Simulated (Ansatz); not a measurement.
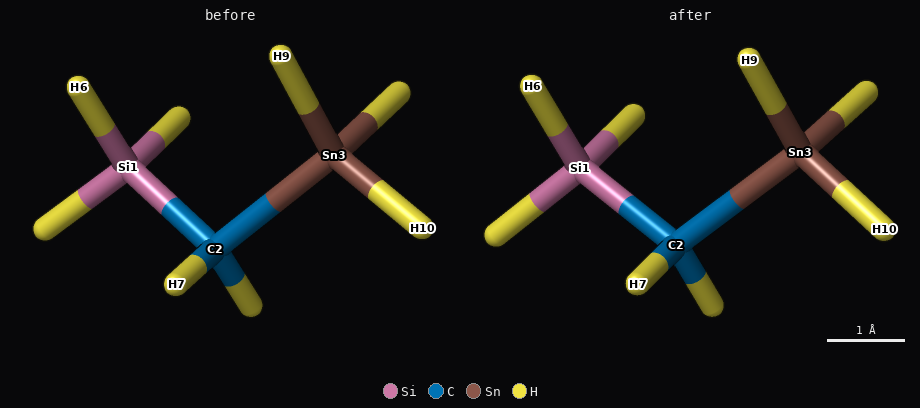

The structure of CH8SiSn (coarse preliminary run) before (left) and after (right) a relaxation, at one scale.

The picture is a stick view, seen at a tilt.

The start comes from a force field.

Theory: RKS PBE-D4/def2-SVP (Ansatz).

The input:
```yaml
crystal:
  periodic: [false, false, false]
  atoms:
    - {symbol: Si, position_ang: [-0.941600, 1.159200, -0.480800]}
    - {symbol: C, position_ang: [-0.636100, -0.613200, -0.244300]}
    - {symbol: Sn, position_ang: [1.285000, -0.835700, 0.601200]}
    - {symbol: H, position_ang: [-2.253700, 1.372700, -1.085300]}
    - {symbol: H, position_ang: [0.018700, 1.773700, -1.413600]}
    - {symbol: H, position_ang: [-0.939000, 1.910600, 0.803100]}
    - {symbol: H, position_ang: [-1.363500, -1.044400, 0.442900]}
    - {symbol: H, position_ang: [-0.630700, -1.115500, -1.228100]}
    - {symbol: H, position_ang: [1.372300, 0.012500, 2.196100]}
    - {symbol: H, position_ang: [1.658600, -2.537200, 0.873600]}
    - {symbol: H, position_ang: [2.495500, -0.139700, -0.444200]}
basis:
  gaussian: {orbitals: def2-SVP}
hamiltonian: {xc: pbe, dispersion: d4}
relax: {f_tol: 0.03, max_steps: 200}
```

Launched with:
```bash
ansatz run in.yaml --threads 4 --pin off --events-out ev --progress --plain --max-ram 10444MiB
```

**Describe what moved and what it gained.**

H4 moves most after the best rigid fit: 0.15 Å. Largest moves by element: H 0.15 Å, Si 0.12 Å, Sn 0.11 Å, C 0.05 Å. Some distances before and after: Sn3–H9 1.809 → 1.729 Å, Si1–C2 1.814 → 1.887 Å, C2–Sn3 2.111 → 2.182 Å, Si1–H4 1.460 → 1.508 Å. Bond angles that change, for instance: Si1–C2–Sn3 108.0° → 113.6°, H7–C2–H8 112.6° → 107.6°, H4–Si1–H5 105.2° → 108.2°. After 4 geometry steps the energy has fallen by 0.233 eV. Largest force component: 1.3 eV/Å at the start, 0.0095 eV/Å at the end.
